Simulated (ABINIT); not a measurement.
# H2Pb (P-3m1): from the cell to the phonon bands, part 2 of 6

How does H2Pb (P-3m1) vibrate, and is this structure a minimum?

ABINIT 10.8.3; DFT LDA, scalar-relativistic, plane waves, HGH norm-conserving pseudopotentials.

So far: The structure; A probe with smearing; Rough relaxation. The relaxed cell has a = 3.552, c = 3.521 Å (conventional setting).

The structure was built from a prototype and need not be the compound's stable phase.

### 5. Relaxing the cell and atoms

The harmonic expansion needs vanishing forces, and a free crystal bears no stress, so cell and atoms are brought to rest. Stress is more sensitive to the basis than forces are: the last 3 Ha under the cutoff are smoothed with ecutsm, and the cutoff is raised above that of the later runs.

Contents of relax.abi:

```
# relaxation
ionmov 2
optcell 2
dilatmx 1.08
ntime 40
tolmxf 1.0d-05
tolvrs 1.0d-14
prtwf 0
prtden 0
chksymtnons 0

# basis, mesh and filling
ecut 43.0
ecutsm 3.0
ixc 7
ngkpt 9 9 8
nshiftk 1
shiftk 0.0 0.0 0.0
istwfk *1
occopt 7
tsmear 0.01
nband 8
nstep 100
diemac 1000000.0
prtebands 0
prtgsr 0
useylm 1

# cell and atoms
acell 6.712561555 6.712561555 6.652956425
rprim 
    1.0 0.0 0.0
    -0.5000000002 0.8660254037 0.0
    0.0 0.0 1.0
ntypat 2
znucl 82 1
natom 3
typat 1 2 2
xred 
    0.0 0.0 0.0
    1/3 2/3 0.2432727651
    2/3 1/3 0.7567272349
pp_dirpath "./pseudo"
pseudos "Pb.hgh, H.hgh"
```

Run with:

```
$ OMP_NUM_THREADS=1 mpirun -n 4 abinit relax.abi > relax.log
```

Numbers of over 12 decimals in the logs are rounded to 6 here.

relax.abo, the main output file:

```text
[banners, grids, parts of the stress and lines that vanish by symmetry left out]
- input  file    -> relax.abi
- output file    -> relax.abo
- root for input  files -> relaxi
[...]
Symmetries : space group P-3 m 1 (#164); Bravais hP (primitive hexag.)
[...]
mpw =        4430          nfft =       91125          nkpt =          81
[...]
== DATASET  1 ==================================================================
[...]
cutoff_energies: {ecut:  43.0, pawecutdg:  -1.0, }
[...]
Exchange-correlation functional for the present dataset will be:
  LDA: Perdew-Wang 92 LSD fit to Ceperley-Alder data - ixc=7
[...]
ETOT  1  -4.740937    -4.741E+00 2.419E-02 2.244E+01
 ETOT  2  -4.748262    -7.324E-03 6.360E-04 8.599E-01
 ETOT  3  -4.748306    -4.440E-05 9.909E-05 3.464E-02
 ETOT  4  -4.748308    -2.124E-06 2.980E-05 2.526E-03
 ETOT  5  -4.748308    -1.304E-07 6.155E-05 8.427E-06
[...]
At SCF step   10       vres2   =  8.01E-16 < tolvrs=  1.00E-14 =>converged.
[...]
sigma(1 1)= -7.05849912E-05  sigma(3 2)=  0.00000000E+00
  sigma(2 2)= -7.05849910E-05  sigma(3 1)=  0.00000000E+00
  sigma(3 3)=  5.31328340E-05  sigma(2 1)=  2.38090575E-13
[...]
convergence: {deltae:  8.438E-14, res2:  8.007E-16, residm:  2.118E-06, diffor: null, }
etotal    :  -4.74830822E+00
[...]
ETOT  1  -4.748397    -4.748E+00 2.334E-04 6.190E-02
[...]
At SCF step    8       vres2   =  2.45E-15 < tolvrs=  1.00E-14 =>converged.
[...]
sigma(1 1)= -5.90805331E-05  sigma(3 2)=  0.00000000E+00
  sigma(2 2)= -5.90805329E-05  sigma(3 1)=  0.00000000E+00
  sigma(3 3)=  5.40768927E-05  sigma(2 1)=  2.39410117E-13
[...]
convergence: {deltae:  3.464E-14, res2:  2.450E-15, residm:  6.067E-08, diffor: null, }
etotal    :  -4.74840177E+00
[...]
ETOT  1  -4.748508    -4.749E+00 2.605E+07 3.273E+00
[...]
At SCF step    9       vres2   =  7.28E-16 < tolvrs=  1.00E-14 =>converged.
[...]
sigma(1 1)=  1.91827835E-05  sigma(3 2)=  0.00000000E+00
  sigma(2 2)=  1.91827838E-05  sigma(3 1)=  0.00000000E+00
  sigma(3 3)=  5.59375686E-05  sigma(2 1)=  2.49197860E-13
[...]
convergence: {deltae: -1.155E-13, res2:  7.275E-16, residm:  1.492E-08, diffor: null, }
etotal    :  -4.74876782E+00
[...]
ETOT  1  -4.748804    -4.749E+00 9.044E-02 3.718E-02
[...]
At SCF step    8       vres2   =  1.63E-15 < tolvrs=  1.00E-14 =>converged.
[...]
sigma(1 1)=  2.41619441E-05  sigma(3 2)=  0.00000000E+00
  sigma(2 2)=  2.41619443E-05  sigma(3 1)=  0.00000000E+00
  sigma(3 3)=  5.26239234E-05  sigma(2 1)=  2.50769437E-13
[...]
convergence: {deltae: -3.464E-14, res2:  1.627E-15, residm:  8.638E-07, diffor: null, }
etotal    :  -4.74880647E+00
[...]
ETOT  1  -4.748943    -4.749E+00 1.069E+03 7.581E-01
[...]
sigma(1 1)=  3.09584691E-05  sigma(3 2)=  0.00000000E+00
  sigma(2 2)=  3.09584693E-05  sigma(3 1)=  0.00000000E+00
[...]
convergence: {deltae:  5.151E-14, res2:  3.964E-16, residm:  3.792E-05, diffor: null, }
etotal    :  -4.74899147E+00
[...]
ETOT  1  -4.749027    -4.749E+00 6.444E-02 7.214E-02
[...]
convergence: {deltae: -9.770E-15, res2:  2.409E-15, residm:  1.129E-02, diffor: null, }
etotal    :  -4.74903638E+00
[...]
ETOT  1  -4.749040    -4.749E+00 2.235E-03 7.727E-02
[...]
convergence: {deltae: -3.286E-14, res2:  1.556E-15, residm:  3.679E-12, diffor: null, }
etotal    :  -4.74904821E+00
[...]
ETOT  1  -4.749048    -4.749E+00 5.121E-04 1.051E-03
[...]
convergence: {deltae: -4.796E-14, res2:  5.340E-15, residm:  1.687E-13, diffor: null, }
etotal    :  -4.74904833E+00
[...]
ETOT  1  -4.749048    -4.749E+00 6.487E-10 1.996E-05
[...]
convergence: {deltae: -1.306E-13, res2:  2.064E-16, residm:  1.737E-15, diffor: null, }
etotal    :  -4.74904834E+00
[...]
ETOT  1  -4.749048    -4.749E+00 7.377E-09 1.458E-03
[...]
convergence: {deltae:  1.688E-14, res2:  7.282E-17, residm:  1.635E-13, diffor: null, }
etotal    :  -4.74904846E+00
[...]
ETOT  1  -4.749048    -4.749E+00 1.545E-09 1.024E-03
[...]
convergence: {deltae: -2.220E-14, res2:  5.507E-17, residm:  2.356E-13, diffor: null, }
etotal    :  -4.74904856E+00
[...]
ETOT  1  -4.749049    -4.749E+00 4.598E-09 5.288E-04
[...]
At SCF step    7       vres2   =  4.89E-15 < tolvrs=  1.00E-14 =>converged.
[...]
sigma(2 2)= -3.97626428E-07  sigma(3 1)=  0.00000000E+00
  sigma(3 3)=  2.00791312E-07  sigma(2 1)=  2.60674543E-13
[...]
convergence: {deltae: -2.487E-14, res2:  4.891E-15, residm:  4.071E-13, diffor: null, }
etotal    :  -4.74904863E+00
[...]
ETOT  1  -4.749049    -4.749E+00 2.277E-08 3.874E-05
[...]
ETOT  6  -4.749049     1.599E-14 1.796E-14 6.690E-14
 ETOT  7  -4.749049    -3.109E-14 3.574E-15 5.555E-16
 At SCF step    7       vres2   =  5.56E-16 < tolvrs=  1.00E-14 =>converged.
[...]
sigma(1 1)= -9.09233025E-08  sigma(3 2)=  0.00000000E+00
  sigma(2 2)= -9.09230823E-08  sigma(3 1)=  0.00000000E+00
  sigma(3 3)=  5.71910687E-08  sigma(2 1)=  2.60728266E-13
[...]
convergence: {deltae: -3.109E-14, res2:  5.555E-16, residm:  3.574E-15, diffor: null, }
etotal    :  -4.74904865E+00
[...]
At Broyd/MD step  13, gradients are converged :
[...]
sigma(1 1)= -9.09233025E-08  sigma(3 2)=  0.00000000E+00
  sigma(2 2)= -9.09230823E-08  sigma(3 1)=  0.00000000E+00
  sigma(3 3)=  5.71910687E-08  sigma(2 1)=  2.60728266E-13
[...]
- sigma(1 1)= -2.67505591E-03  sigma(3 2)=  0.00000000E+00
- sigma(2 2)= -2.67504944E-03  sigma(3 1)=  0.00000000E+00
- sigma(3 3)=  1.68261933E-03  sigma(2 1)=  7.67089042E-09
[...]
fcart     -0.0000000000E+00 -0.0000000000E+00 -0.0000000000E+00
           strten     -9.0923302475E-08 -9.0923082319E-08  5.7191068721E-08
================================================================================

[key lines of the parts left out:]
pressure_GPa:   1.2225E-03
Total energy (etotal) [Ha]= -4.74904864611329E+00
```

Run time: 3.8 min. Hardware: 4 MPI ranks of Arm Neoverse V1, shared host.

Step by step:

```
step  energy less that of the first step (eV)  largest force (eV/Å)  volume (Å³)
   1                                   0.0000                0.0049        38.47
   2                                  -0.0025                0.0108        38.57
   3                                  -0.0125                0.0474        39.22
   4                                  -0.0136                0.0469        39.19
   5                                  -0.0186                0.0296        38.59
   6                                  -0.0198                0.0149        38.19
   7                                  -0.0201                0.0046        37.98
   8                                  -0.0201                0.0041        37.98
   9                                  -0.0201                0.0040        37.98
  10                                  -0.0201                0.0027        37.98
  11                                  -0.0201                0.0013        37.99
  12                                  -0.0201                0.0000        38.00
  13                                  -0.0201                0.0001        38.00
```

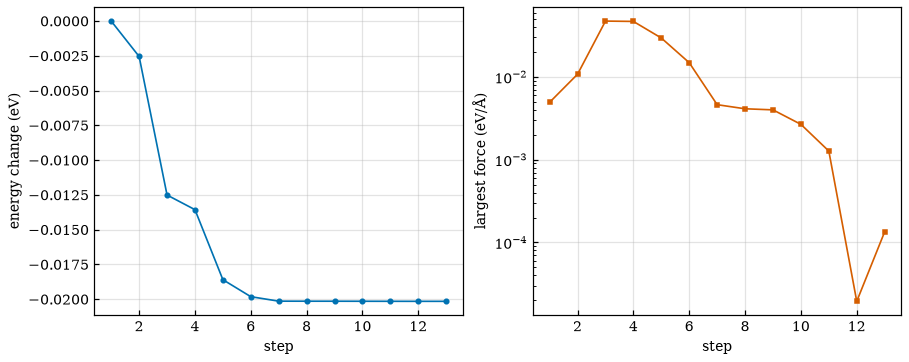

Energy and largest force along the relaxation.

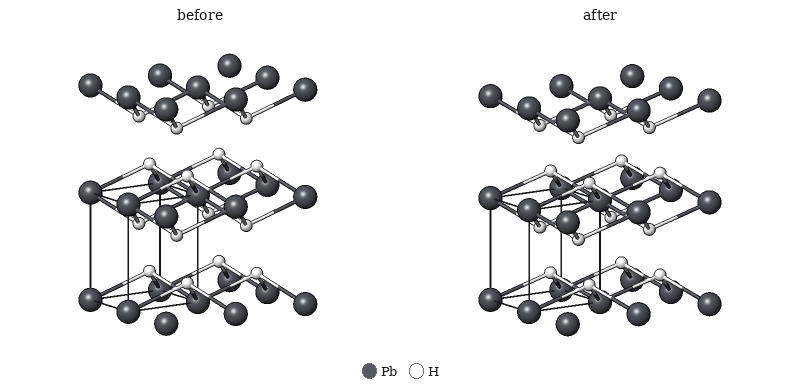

The structure before and after the relaxation, drawn at the same scale. Bonds to atoms that aren't drawn are left out.

```
conventional cell, symmetrised  before  after  change
                         a (Å)   3.552  3.622  +2.0 %
                         b (Å)   3.552  3.622  +2.0 %
                         c (Å)   3.521  3.344  -5.0 %
              volume (Å³/atom)   12.82  12.67  -1.2 %
```

The atoms that moved most (Å, as changes of fractional coordinates times the final cell):

```
atom     dx     dy      dz  length
  H2  0.000  0.000  -0.010   0.010
  H3  0.000  0.000   0.010   0.010
```

Final coordinates:

```cif
data_structure
_symmetry_space_group_name_H-M 'P 1'
_symmetry_Int_Tables_number 1
_cell_length_a 3.6224
_cell_length_b 3.6224
_cell_length_c 3.3439
_cell_angle_alpha 90.000
_cell_angle_beta 90.000
_cell_angle_gamma 120.000
_cell_volume 38.00
loop_
_atom_site_label
_atom_site_type_symbol
_atom_site_fract_x
_atom_site_fract_y
_atom_site_fract_z
_atom_site_occupancy
Pb1 Pb 0.00000 0.00000 0.00000 1
H2 H 0.33333 0.66667 0.24015 1
H3 H 0.66667 0.33333 0.75985 1
```

This step gave:

```yaml
volume_per_atom: 12.67 Å³
pressure: 0.001222 GPa
```

The volume changes by -1.2 % in this run and stands -44.2 % from the first cell.

### 6. Self-consistent run for the response

The response is built on these wavefunctions, so the potential is converged far more tightly than an energy would need. Smearing stays on, as the first look found no gap above 0.3 eV.

Contents of gs.abi:

```
# ground state
tolvrs 1.0d-16
prtden 1
prtwf 1

# basis, mesh and filling
ecut 35.0
ixc 7
ngkpt 9 9 8
nshiftk 1
shiftk 0.0 0.0 0.0
istwfk *1
occopt 7
tsmear 0.01
nband 8
nstep 100
diemac 1000000.0
prtebands 0
prtgsr 0
useylm 1

# cell and atoms
acell 6.845284368 6.845284368 6.318996801
rprim 
    1.0 0.0 0.0
    -0.5000000001 0.8660254037 0.0
    0.0 0.0 1.0
ntypat 2
znucl 82 1
natom 3
typat 1 2 2
xred 
    0.0 0.0 0.0
    1/3 2/3 0.2401526274
    2/3 1/3 0.7598473726
pp_dirpath "./pseudo"
pseudos "Pb.hgh, H.hgh"
```

Run with:

```
$ OMP_NUM_THREADS=1 mpirun -n 4 abinit gs.abi > gs.log
```

gs.abo, the main output file:

```text
[banners, grids, parts of the stress and lines that vanish by symmetry left out]
- input  file    -> gs.abi
- output file    -> gs.abo
- root for input  files -> gsi
[...]
Symmetries : space group P-3 m 1 (#164); Bravais hP (primitive hexag.)
[...]
mpw =        2555          nfft =       57600          nkpt =          81
[...]
== DATASET  1 ==================================================================
[...]
cutoff_energies: {ecut:  35.0, pawecutdg:  -1.0, }
[...]
Exchange-correlation functional for the present dataset will be:
  LDA: Perdew-Wang 92 LSD fit to Ceperley-Alder data - ixc=7
[...]
ETOT  1  -4.739215    -4.739E+00 3.305E-02 1.281E+01
 ETOT  2  -4.748031    -8.816E-03 1.504E-04 4.193E-01
 ETOT  3  -4.748064    -3.349E-05 5.388E-05 1.379E-02
 ETOT  4  -4.748066    -2.036E-06 4.213E-05 1.176E-03
 ETOT  5  -4.748066    -1.054E-07 3.428E-05 4.792E-06
[...]
ETOT 10  -4.748066    -7.550E-14 9.440E-06 4.335E-16
 ETOT 11  -4.748066     5.418E-14 7.002E-06 3.551E-18
 At SCF step   11       vres2   =  3.55E-18 < tolvrs=  1.00E-16 =>converged.
[...]
sigma(1 1)=  1.59912315E-05  sigma(3 2)=  0.00000000E+00
  sigma(2 2)=  1.59912318E-05  sigma(3 1)=  0.00000000E+00
  sigma(3 3)=  1.67678523E-05  sigma(2 1)=  1.32221011E-13
[...]
convergence: {deltae:  5.418E-14, res2:  3.551E-18, residm:  7.002E-06, diffor: null, }
etotal    :  -4.74806619E+00
[...]
sigma(1 1)=  1.59912315E-05  sigma(3 2)=  0.00000000E+00
  sigma(2 2)=  1.59912318E-05  sigma(3 1)=  0.00000000E+00
  sigma(3 3)=  1.67678523E-05  sigma(2 1)=  1.32221011E-13
[...]
- sigma(1 1)=  4.70478275E-01  sigma(3 2)=  0.00000000E+00
- sigma(2 2)=  4.70478282E-01  sigma(3 1)=  0.00000000E+00
- sigma(3 3)=  4.93327246E-01  sigma(2 1)=  3.89007646E-09
[...]
fcart     -2.0979076619E-28 -1.2112275537E-28 -0.0000000000E+00
           strten      1.5991231535E-05  1.5991231758E-05  1.6767852275E-05
================================================================================

[key lines of the parts left out:]
pressure_GPa:  -4.7809E-01
```

It took 14 s on 4 MPI ranks.

Read from the output:

```yaml
pressure: -0.4781 GPa
```

The cell stands at -0.48 GPa: the relaxation ran with a smoothed and higher cutoff, and the difference is a stress of the finite basis.

(Part 2 of 6 ends here.)

[Host names and launcher messages were left out of these logs when they were recorded.]

[Logs are printed without paths, hosts, clocks, repeated set-up lines and the standing remarks that a program may print on its own settings, such as how far it seeks lower states.]

[Hosts, paths, dates, database ids (printed as entryN), source tags and the programs' standing remarks are cut or masked in the printed files.]
